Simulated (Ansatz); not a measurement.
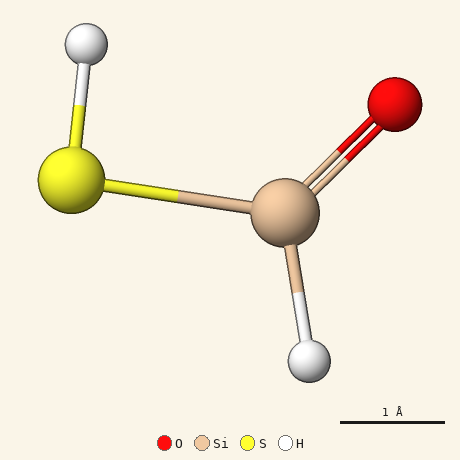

The picture shows a molecular structure as a ball-and-stick model.

Which formula does it have?

Answer. H₂OSSi, 5 atoms: 2 hydrogen, 1 oxygen, 1 sulfur and 1 silicon.

Count the bonded pairs by element.

Answer. 1 O–Si, 1 S–Si, 1 Si–H, 1 S–H.

The parts below concern this one geometry. Atoms keep their numbers from picture to picture. The computed structure is the end point of a PBE0-D4/def2-TZVP optimisation. No frequency run is at hand to confirm it as a minimum.

Symmetry

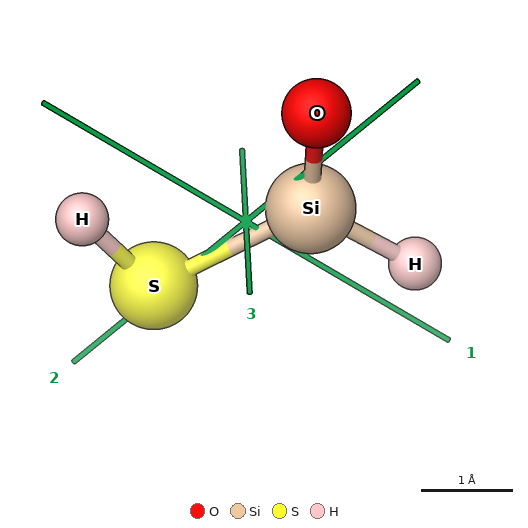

The three principal axes of inertia are drawn and numbered. Atoms fade into the background with distance from the viewer. No frequency run is at hand to confirm it as a minimum. Masses are those of the most abundant isotopes; constants are for the rigid equilibrium geometry.

Which line is the a axis (least moment of inertia), which b and which c?

Answer. a is line 2, b is line 1, c is line 3; the moments are 15.6, 127, 143 u Å².

What kind of rotor is it, and what are its rotational constants in cm⁻¹?

Answer. An asymmetric top (Cs): A = 1.08, B = 0.133, C = 0.118 cm⁻¹. Ray's parameter κ is −0.97, close to the prolate limit.

Dipole moment

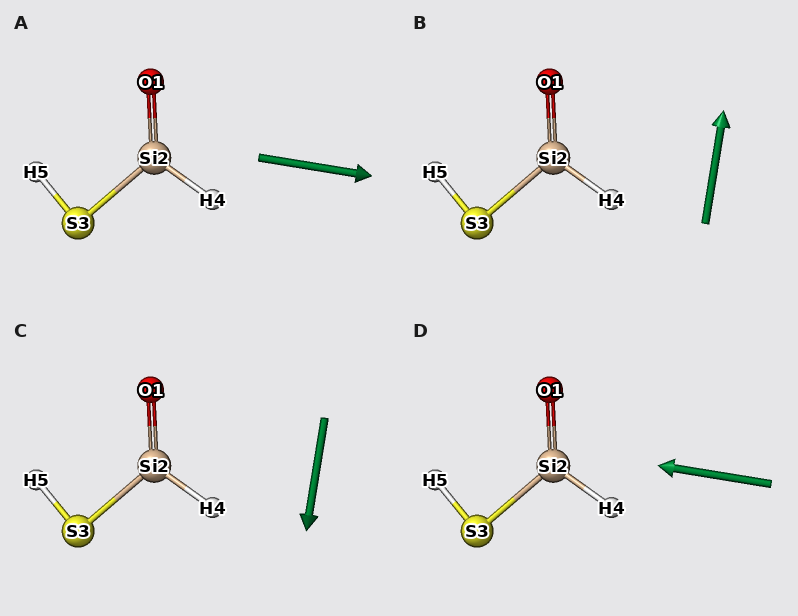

The same molecule four times, each with an arrow. No frequency run is at hand to confirm it as a minimum. Level of theory: RKS PBE0-D4/def2-TZVP (Ansatz 0.2.0).

Which arrow points along the dipole moment, from the negative to the positive end?

Answer. C. The dipole moment is 3.13 D; it points from the side of O1 to the side of S3 (the outermost atoms at the two ends).

Electronic properties

No frequency run is at hand to confirm it as a minimum. Method: RKS PBE0-D4/def2-TZVPP (Ansatz 0.2.0).

What is the HOMO energy (Kohn–Sham orbital)?

Answer. −8.31 eV.

What is the LUMO energy (Kohn–Sham orbital)?

Answer. −1.64 eV.

Charges

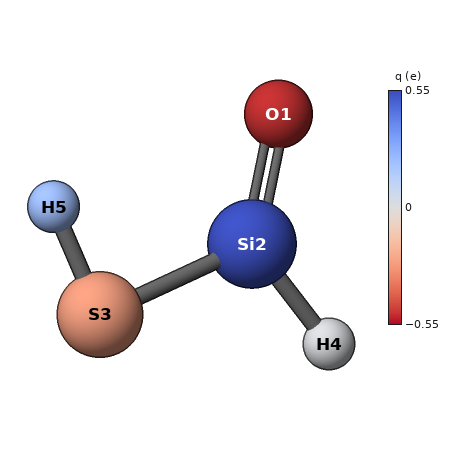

Atoms are coloured by their Mulliken charges. No frequency run is at hand to confirm it as a minimum. Method: RKS PBE0-D4/def2-TZVP (Ansatz 0.2.0).

Which atom carries the highest charge (most positive or least negative)?

Answer. Si2 (0.53 e).

And the lowest?

Answer. O1 (−0.49 e).

List the Mulliken charges.

| atom | value (e) |
| --- | --- |
| O1 | −0.49 |
| Si2 | 0.53 |
| S3 | −0.25 |
| H4 | 0.01 |
| H5 | 0.21 |

Mulliken values depend strongly on the basis set and can even reverse the polarity of a bond.
